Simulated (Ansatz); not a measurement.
Consider BF2H3OSi.

```xyz
8

O    -0.6262    0.5646    1.5998
Si   -0.0973   -0.5619    0.5187
B     0.5761    0.3025   -1.2001
F     1.2330   -0.3790   -2.1196
F     0.3578    1.5798   -1.4657
H    -1.1811    1.2747    1.2749
H     0.9972   -1.3050    1.1880
H    -1.1673   -1.5329    0.1482
```

Geometry: PBE0-D4/def2-TZVP.

All numbers below come from RKS PBE0-D4/def2-TZVPP in Ansatz.

### What can the converged electron density and electron localisation function tell about the bonding?

B–F (1.32 Å): ρ is about 2.2 e/Å³ halfway; the ELF peaks at about 0.85 between the atoms: a polar covalent bond.
Si–B (2.04 Å): ρ is about 0.81 e/Å³ halfway; the ELF peaks at about 1 between the atoms: a shared electron pair.

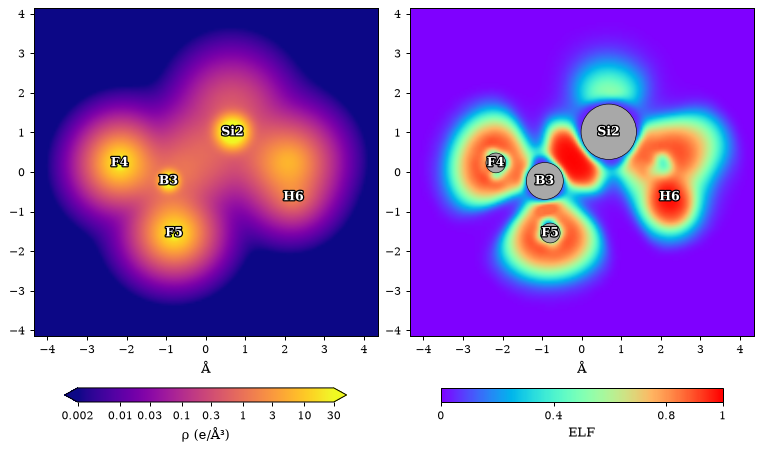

Computed electron density and electron localisation function on the plane of atoms Si2, B3 and F4, in this order. Grey discs cover the atomic cores in the ELF map. 
